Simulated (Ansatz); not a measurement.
**Effect of C interstitial (started 1.67 Å from the nearest host atom), symmetric start on ZrC**

Take a 16-atom supercell of ZrC in the rock salt structure (space group Fm-3m, No. 225; a = 4.7114 Å) at its relaxed geometry as the base.

It is then changed as follows: a neutral C interstitial (started 1.67 Å from the nearest host atom), symmetric start, atoms relaxed at fixed cell.

Computed with Kohn–Sham DFT with the r2SCAN functional, run in Ansatz (a quantum-chemistry and plane-wave program) with PAW and 500 eV plane waves, spin-orbit coupling left out. Settings: 6×6×6 k-points, 0.05 eV Fermi–Dirac smearing.

The pressure goes from zero to 10.3 GPa and the final site of the added atom is 2 C at 1.42 Å and 6 Zr at 1.99–2.84 Å.

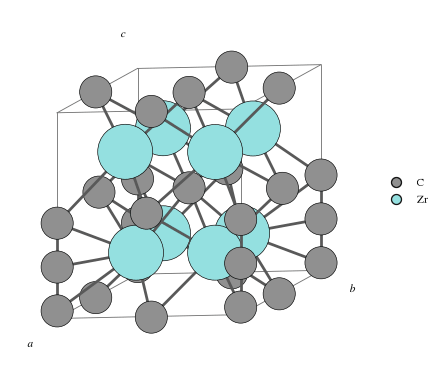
*The relaxed cell after the change*

The cell is small, so the values are those of an ordered compound at a high defect concentration; dilute-limit values will differ. The defect started on the symmetric site and kept its symmetry, so it may sit on a saddle. The final runs are not spin-polarised. The defect cell is not spin-polarised.
